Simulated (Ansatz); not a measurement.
```xyz
6

F    -4.0607   -1.2082    0.9799
Ge   -2.7237   -1.5729    2.0959
N    -1.5556    0.0412    1.2979
S    -0.9140   -1.4747    0.5514
H    -2.0264    0.6400    0.6215
H    -0.8564    0.5583    1.8261
```

Geometry: B3LYP/6-31G*.

Computed with isolated molecule in a Gaussian basis; Kohn-Sham density functional theory, functional PBE0 (Ansatz 0.2.0).

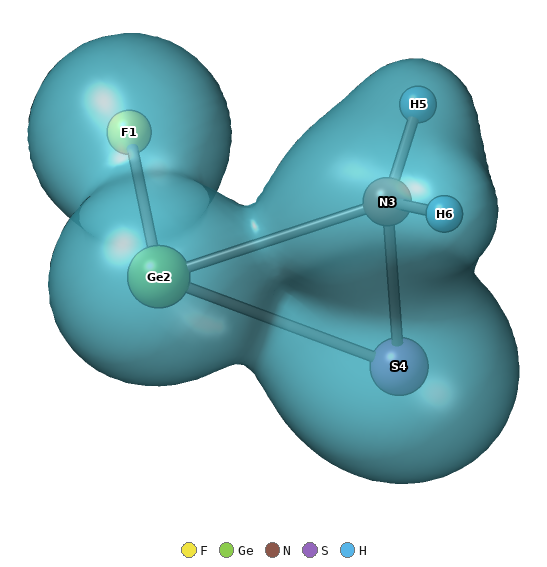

FGeH2NS (SMILES [F][Ge-]1[NH2+][S]1). Isosurface of the total electron density at 0.4 e/Å³ (cyan), seen at a tilt.

**Which contacts does the surface bridge?**

At this value the surface is in one piece. It bridges the sampled Ge–F (1.78 Å), S–N (1.81 Å), Ge–N (2.15 Å) and Ge–S (2.38 Å) contacts, where the density stays above the isovalue. On the grid the lowest density along these lines, outside the cores, is 0.87 e/Å³ (Ge–F, 1.78 Å), 1.1 e/Å³ (S–N, 1.81 Å), 0.48 e/Å³ (Ge–N, 2.15 Å) and 0.48 e/Å³ (Ge–S, 2.38 Å).
